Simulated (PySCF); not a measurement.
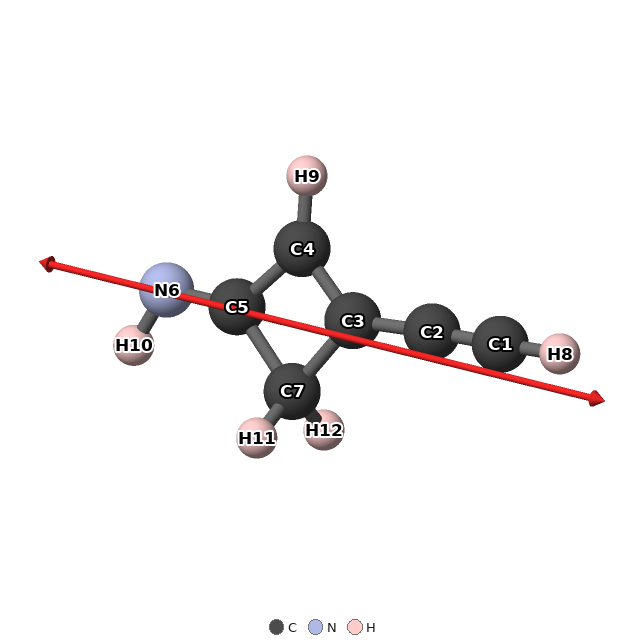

The double arrow shows the direction of the transition dipole to excited singlet state 7 (its length means nothing). Computed geometry: GFN2-xTB optimisation. No frequency run is at hand to confirm it as a minimum. Level of theory: TDDFT ωB97X-D/def2-SVPD, vertical, gas phase, core orbitals frozen in the response (PySCF 2.14.0).

Question: How is the transition polarised?

Answer: Nearly parallel to the C5–N6 bond.

Question: Give its energy, strength and character.

Answer: 7.17 eV (173 nm), oscillator strength 0.065, mainly HOMO−3 → LUMO (weight 0.67); transition dipole 1.54 D.
